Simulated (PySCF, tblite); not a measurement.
# BH3: changes of charge, part 2 of 2

tblite 0.8.0 and PySCF 2.14.0. Atoms count from 0.

## 9. Infrared spectrum with GFN2-xTB

Job settings and geometry (Å):

```
{"job": {"kind": "ir", "xc": "GFN2-xTB", "basis": "xTB"}, "charge": 1, "multiplicity": 2}
B      0.127085    -0.041692    -0.021211
H     -0.326931     1.071765    -0.046517
H     -0.969453    -0.536649    -0.018335
H      1.209738    -0.474591    -0.006059
```

What it wrote:

```text
mode    cm-1     km/mol
  1     238.1      0.52
  2     682.3     49.99
  3     942.1     51.96
  4    2194.8    438.78
  5    2316.2     21.80
  6    2694.5     39.39
ZPE 54.238  H(298)-E 65.912  G(298)-E 2.769 kJ/mol  S 211.78 J/(mol K)
```

Wall time 0.07 s (1 thread of AMD EPYC 9R14, shared host).

Which atoms move in the most intense modes:

| cm⁻¹ | km/mol | atoms |
| --- | --- | --- |
| 238 | 0.5 | H3 59 %, H2 14 %, H1 14 %, B0 13 % |
| 682 | 50.0 | H3 40 %, B0 21 %, H1 20 %, H2 19 % |
| 942 | 52.0 | H1 46 %, H2 46 % |
| 2195 | 438.8 | H2 47 %, H1 45 % |
| 2316 | 21.8 | H1 47 %, H2 44 % |
| 2694 | 39.4 | H3 88 %, B0 10 % |

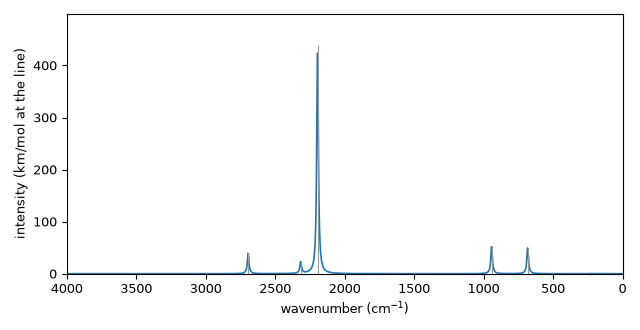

The infrared spectrum from these modes, unscaled. Lines are broadened to a width of 14 cm⁻¹ (Lorentzian).

## 10. Geometry optimisation at PBE0-D3(BJ)/def2-SVP

This step treats BH3+ (doublet).

Job settings and geometry (Å):

```
{"job": {"xc": "PBE0", "basis": "def2-SVP", "d3": "d3bj", "grid": 1, "kind": "geom"}, "charge": 1, "multiplicity": 2}
B      0.127085    -0.041692    -0.021211
H     -0.326931     1.071765    -0.046517
H     -0.969453    -0.536649    -0.018335
H      1.209738    -0.474591    -0.006059
```

What it wrote:

```text
step   0  E = -26.08493398  max force = 0.063423
step   1  E = -26.09868726  max force = 0.006921
step   2  E = -26.09979391  max force = 0.002903
step   3  E = -26.09991554  max force = 0.000183
step   4  E = -26.09991565  max force = 0.000258
optimisation converged
```

Wall time 0.82 s (1 thread of AMD EPYC 9R14, shared host).

Step by step:

| step | energy from step 0 (eV) | largest force component (eV/Å) |
| --- | --- | --- |
| 0 | 0.0000 | 3.2613 |
| 1 | -0.3742 | 0.3559 |
| 2 | -0.4044 | 0.1493 |
| 3 | -0.4077 | 0.0094 |
| 4 | -0.4077 | 0.0133 |

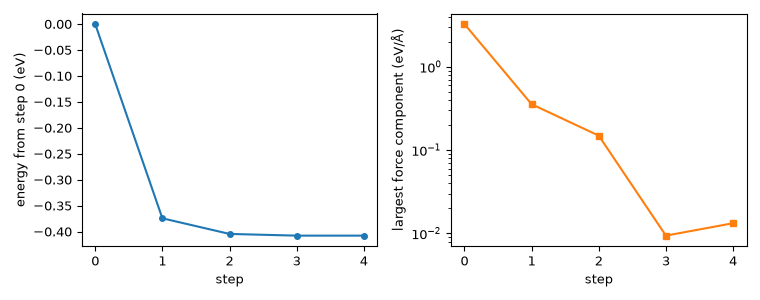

Energy and force, step by step.

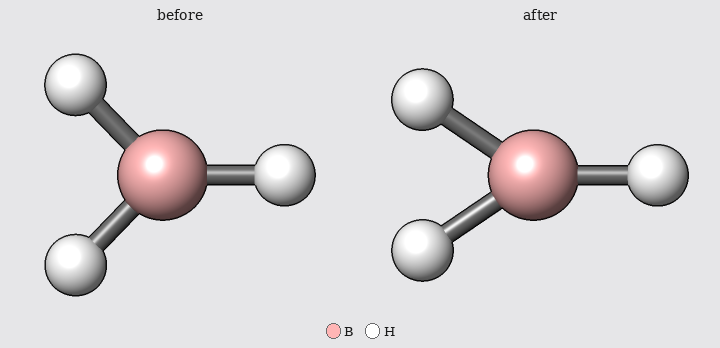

Before and after, at one scale.

Close pairs (by a distance rule), those that changed most:

| bond | before (Å) | after (Å) | change (Å) |
| --- | --- | --- | --- |
| B0–H1 | 1.203 | 1.287 | +0.084 |
| B0–H2 | 1.203 | 1.287 | +0.084 |
| B0–H3 | 1.166 | 1.190 | +0.024 |

The next job starts from the end point, and lists it.

| at the end point | value |
| --- | --- |
| point group (found at 0.08 Å tolerance) | C2v |
| rotational constants (GHz, main isotopes) | 477.3, 138.8, 107.5 |
| ⟨S²⟩ | 0.754 |

## 11. Harmonic vibrations (BH3+ (doublet)): PBE0-D3(BJ)/def2-SVP

Job settings and geometry (Å):

```
{"job": {"xc": "PBE0", "basis": "def2-SVP", "d3": "d3bj", "grid": 2, "kind": "hessian"}, "charge": 1, "multiplicity": 2}
B      0.227547    -0.081955    -0.021619
H     -0.490441     0.985290    -0.045366
H     -1.028640    -0.360433    -0.021767
H      1.331939    -0.524081    -0.003362
```

What it wrote:

```text
coarse grid: 2952 points
cycle   1  E = -26.0698497546  dE =  1.853e-01  |g| = 1.559e-01  |ddm| = 1.122e+00
cycle   2  E = -26.0914831086  dE = -2.163e-02  |g| = 5.963e-02  |ddm| = 3.223e-01
cycle   3  E = -26.0942263661  dE = -2.743e-03  |g| = 8.328e-03  |ddm| = 9.431e-02
cycle   4  E = -26.0942823432  dE = -5.598e-05  |g| = 1.643e-03  |ddm| = 1.284e-02
cycle   5  E = -26.0942854998  dE = -3.157e-06  |g| = 4.438e-04  |ddm| = 3.276e-03
final grid: 27328 points
cycle   6  E = -26.0999174623  dE = -5.436e-06  |g| = 4.588e-04  |ddm| = 4.884e-03
cycle   7  E = -26.0999176463  dE = -1.839e-07  |g| = 1.782e-04  |ddm| = 9.189e-04
cycle   8  E = -26.0999176753  dE = -2.901e-08  |g| = 5.251e-05  |ddm| = 2.970e-04
cycle   9  E = -26.0999176794  dE = -4.145e-09  |g| = 8.916e-06  |ddm| = 1.243e-04
cycle  10  E = -26.0999176796  dE = -1.471e-10  |g| = 1.937e-06  |ddm| = 2.464e-05
cycle  11  E = -26.0999176796  dE = -6.722e-12  |g| = 5.737e-07  |ddm| = 4.154e-06
converged SCF energy = -26.0999176796

mode    cm-1
  1     521.4
  2     840.8
  3    1017.3
  4    1903.9
  5    2266.1
  6    2857.5
ZPE 56.267  H(298)-E 67.001  G(298)-E 5.576 kJ/mol  S 206.02 J/(mol K)
```

Wall time 3 s (1 thread of AMD EPYC 9R14, shared host).

Zero-point energy 56.27 kJ/mol (xTB gave 54.24).

## 12. Single point (BH₃): wB97X-D3(BJ)/ma-def2-TZVP

Geometry: PBE0-D3(BJ)/def2-SVP, that of another charge or spin state.

Job settings and geometry (Å):

```
{"job": {"kind": "sp", "xc": "wB97X", "basis": "ma-def2-TZVP", "d3": "d3bj", "grid": 2}, "charge": 0, "multiplicity": 1}
B      0.227547    -0.081955    -0.021619
H     -0.490441     0.985290    -0.045366
H     -1.028640    -0.360433    -0.021767
H      1.331939    -0.524081    -0.003362
```

What it wrote:

```text
coarse grid: 2952 points
cycle   1  E = -26.5709739153  dE = -2.274e-01  |g| = 1.357e-01  |ddm| = 1.118e+00
cycle   2  E = -26.5796105260  dE = -8.637e-03  |g| = 4.682e-02  |ddm| = 1.700e-01
cycle   3  E = -26.5804473754  dE = -8.368e-04  |g| = 1.188e-02  |ddm| = 4.437e-02
cycle   4  E = -26.5805288023  dE = -8.143e-05  |g| = 1.226e-03  |ddm| = 1.901e-02
cycle   5  E = -26.5805299977  dE = -1.195e-06  |g| = 3.369e-04  |ddm| = 2.721e-03
final grid: 27328 points
cycle   6  E = -26.5786630351  dE = -4.907e-06  |g| = 8.167e-04  |ddm| = 5.893e-03
cycle   7  E = -26.5786631913  dE = -1.562e-07  |g| = 2.520e-04  |ddm| = 8.134e-04
cycle   8  E = -26.5786632101  dE = -1.875e-08  |g| = 4.340e-05  |ddm| = 2.320e-04
cycle   9  E = -26.5786632115  dE = -1.452e-09  |g| = 1.096e-05  |ddm| = 9.193e-05
converged SCF energy = -26.5786632115
```

It took 0.22 s on 1 thread of AMD EPYC 9R14, shared host.

## 13. Single point (BH₃+ (doublet)): wB97X-D3(BJ)/ma-def2-TZVP

Geometry: PBE0-D3(BJ)/def2-SVP.

Job settings and geometry (Å):

```
{"job": {"kind": "sp", "xc": "wB97X", "basis": "ma-def2-TZVP", "d3": "d3bj", "grid": 2}, "charge": 1, "multiplicity": 2}
B      0.227547    -0.081955    -0.021619
H     -0.490441     0.985290    -0.045366
H     -1.028640    -0.360433    -0.021767
H      1.331939    -0.524081    -0.003362
```

What it wrote:

```text
final grid: 27328 points
cycle   1  E = -26.1937711391  dE = -3.067e-02  |g| = 4.355e-02  |ddm| = 2.228e-01
cycle   2  E = -26.1949508300  dE = -1.180e-03  |g| = 1.019e-02  |ddm| = 5.836e-02
cycle   3  E = -26.1950273471  dE = -7.652e-05  |g| = 2.704e-03  |ddm| = 1.039e-02
cycle   4  E = -26.1950374355  dE = -1.009e-05  |g| = 5.390e-04  |ddm| = 5.025e-03
cycle   5  E = -26.1950379852  dE = -5.496e-07  |g| = 1.431e-04  |ddm| = 1.014e-03
cycle   6  E = -26.1950380278  dE = -4.262e-08  |g| = 2.066e-05  |ddm| = 3.526e-04
cycle   7  E = -26.1950380285  dE = -7.349e-10  |g| = 2.252e-06  |ddm| = 4.418e-05
converged SCF energy = -26.1950380285
```

Wall time 0.41 s (1 thread of AMD EPYC 9R14, shared host).

## 14. Single point (BH₃): wB97X-D3(BJ)/ma-def2-TZVP in water

Geometry: PBE0-D3(BJ)/def2-SVP.

Job settings and geometry (Å):

```
{"job": {"kind": "sp", "xc": "wB97X", "basis": "ma-def2-TZVP", "d3": "d3bj", "grid": 2, "solvent": "water"}, "charge": 0, "multiplicity": 1}
B      0.005016     0.002323    -0.011598
H     -0.153124     1.198451    -0.024020
H     -0.951840    -0.732727    -0.016118
H      1.119918    -0.458760     0.005323
```

What it wrote:

```text
final grid: 27328 points
cycle   1  E = -26.6413374961  dE = -1.067e-05  |g| = 1.274e-03  |ddm| = 1.059e-02
cycle   2  E = -26.6413381711  dE = -6.750e-07  |g| = 3.189e-04  |ddm| = 2.691e-03
cycle   3  E = -26.6413382204  dE = -4.929e-08  |g| = 9.651e-05  |ddm| = 7.231e-04
cycle   4  E = -26.6413382247  dE = -4.264e-09  |g| = 5.364e-06  |ddm| = 2.581e-04
converged SCF energy = -26.6413382247
```

Run time: 0.2 s. Hardware: 1 thread of AMD EPYC 9R14, shared host.

## 15. Single point (BH3+ (doublet)): wB97X-D3(BJ)/ma-def2-TZVP in water

Geometry: PBE0-D3(BJ)/def2-SVP.

Job settings and geometry (Å):

```
{"job": {"kind": "sp", "xc": "wB97X", "basis": "ma-def2-TZVP", "d3": "d3bj", "grid": 2, "solvent": "water"}, "charge": 1, "multiplicity": 2}
B      0.227547    -0.081955    -0.021619
H     -0.490441     0.985290    -0.045366
H     -1.028640    -0.360433    -0.021767
H      1.331939    -0.524081    -0.003362
```

What it wrote:

```text
final grid: 27328 points
cycle   1  E = -26.3112530610  dE = -4.033e-04  |g| = 5.062e-03  |ddm| = 2.563e-02
cycle   2  E = -26.3112906327  dE = -3.757e-05  |g| = 1.778e-03  |ddm| = 9.500e-03
cycle   3  E = -26.3112969086  dE = -6.276e-06  |g| = 4.214e-04  |ddm| = 5.142e-03
cycle   4  E = -26.3112972123  dE = -3.038e-07  |g| = 1.397e-04  |ddm| = 9.568e-04
cycle   5  E = -26.3112972556  dE = -4.323e-08  |g| = 2.191e-05  |ddm| = 3.603e-04
cycle   6  E = -26.3112972564  dE = -8.739e-10  |g| = 2.998e-06  |ddm| = 5.405e-05
converged SCF energy = -26.3112972564
```

It took 0.39 s on 1 thread of AMD EPYC 9R14, shared host.

## 16. Changes of charge: wB97X-D3(BJ)/ma-def2-TZVP

This step combines the energies above: geometries from PBE0-D3(BJ)/def2-SVP, zero-point and thermal terms from PBE0-D3(BJ)/def2-SVP.

Job settings and geometry (Å):

```
{"job": {"kind": "rx", "dirs": [1], "geom": {"xc": "PBE0", "basis": "def2-SVP", "d3": "d3bj", "grid": 1}, "hess": 1, "level": {"xc": "wB97X", "basis": "ma-def2-TZVP", "d3": "d3bj", "solvents": ["water"]}}, "charge": 0, "multiplicity": 1}
B      0.005016     0.002323    -0.011598
H     -0.153124     1.198451    -0.024020
H     -0.951840    -0.732727    -0.016118
H      1.119918    -0.458760     0.005323
```

Output (the driver's rows laid out field by field):

```text
ionisation and electron attachment, wB97X-D3(BJ)/ma-def2-TZVP // PBE0-D3(BJ)/def2-SVP

row 1
  change                  oxidation
  charge                  1
  multiplicity            2
  vertical_ev             13.2476
  vertical_s2             0.758
  formula                 BH3
  kept                    yes
  pieces                  1
  point_group             C2v
  adiabatic_electronic_ev 12.1256
  adiabatic_ev            12.0013
  free_energy_ev          11.9549
  s2                      0.753
  bonds_moved             0 2 1.207 1.287; 0 1 1.207 1.287; 0 3 1.207 1.19
  spin_on                 0 B 0.517; 2 H 0.251; 1 H 0.25
  charge_moved            0 B 0.337; 2 H 0.258; 1 H 0.258; 3 H 0.147
  vertical_back_ev        10.439
  relaxation_parent_ev    1.6866
  relaxation_ion_ev       1.122
  reorganisation_ev       2.8086
  solution                solvent water, absolute_potential_v 8.8101, solvation_parent_kj -1.82, solvation_ion_kj -305.24
```

Run time: 8.9 s. Hardware: 1 thread of AMD EPYC 9R14, shared host.

Energy taken up on oxidation, or given off on reduction (eV; adiabatic with zero-point energy):

| change | product | vertical | adiabatic | free energy | reorganisation | ⟨S²⟩ |
| --- | --- | --- | --- | --- | --- | --- |
| oxidation (multiplicity 2) | BH3 | 13.25 | 12.00 | 11.95 | 2.81 | 0.75 |

On oxidation to multiplicity 2 charge changes most on B0 (+0.34 e), H2 (+0.26 e), H1 (+0.26 e); the spin sits on B0 (0.52), H2 (0.25), H1 (0.25); the bond B0–H2 goes from 1.207 to 1.287 Å; the absolute potential is 8.81 V in water.

## 17. Results

What follows sums up all 2 parts.

```
                                     quantity                                  value
    strongest single infrared mode (GFN2-xTB)                   882 cm⁻¹, 276 km/mol
                 zero-point energy (GFN2-xTB)                          16.2 kcal/mol
                                  point group                                    D3h
         rotational constants (main isotopes)             229.63, 229.61, 114.81 GHz
ionisation energy (wB97X-D3(BJ)/ma-def2-TZVP)  vertical 13.25 eV, adiabatic 12.00 eV
```

No mode is imaginary among the 6: a minimum at this level. The strongest single mode, at 882 cm⁻¹, is spread over several atoms, H2, H1, H3, B0 among them. GFN2-xTB is a fitted tight-binding method: band positions and strengths are rough. Its intensities can rank the bands wrongly. Over 2 steps the energy fell by 0.068 eV; of the close pairs, B0–H1 changed most, 1.164 to 1.207 Å (PBE0/def2-SVP). At wB97X-D3(BJ)/ma-def2-TZVP, relaxation with the zero-point term after oxidation moves the energy taken up from 13.25 eV (vertical) to 12.00 eV (adiabatic, with zero-point energy).
